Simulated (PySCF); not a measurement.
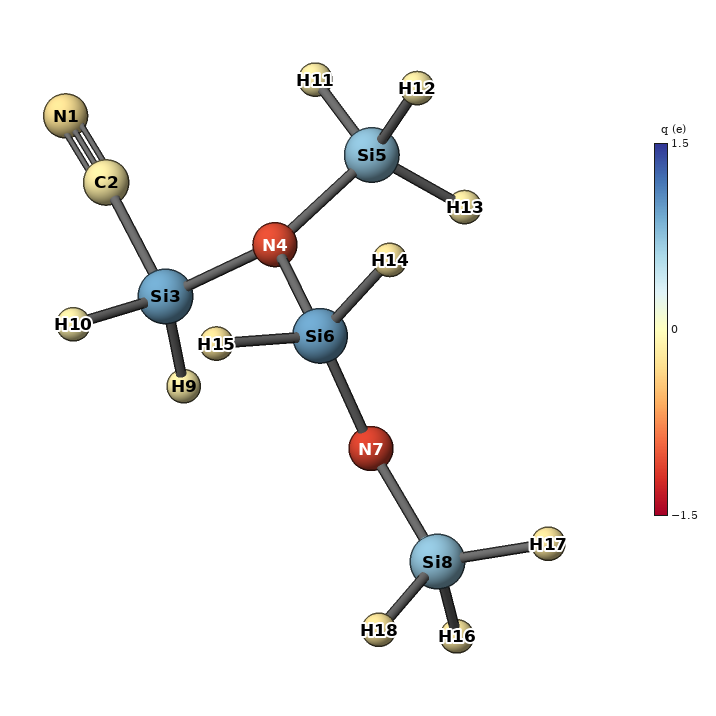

Atoms are coloured by their IAO charges. Charge −1, singlet. The geometry was computed by an optimisation with GFN2-xTB. No frequency run is at hand to confirm it as a minimum. Method: PBE0/pcSseg-1, gas phase (PySCF 2.14.0).

List the IAO charges.

| atom | value (e) |
| --- | --- |
| N1 | −0.25 |
| C2 | −0.15 |
| Si3 | 0.89 |
| N4 | −1.03 |
| Si5 | 0.74 |
| Si6 | 0.92 |
| N7 | −1.09 |
| Si8 | 0.72 |
| H9 | −0.14 |
| H10 | −0.13 |
| H11 | −0.14 |
| H12 | −0.14 |
| H13 | −0.15 |
| H14 | −0.21 |
| H15 | −0.21 |
| H16 | −0.19 |
| H17 | −0.21 |
| H18 | −0.21 |

The geometry is semi-empirical. Around Si such bond lengths and angles can be off by a tenth of an ångström or more and by several degrees, and values that hang on the shape move with them.
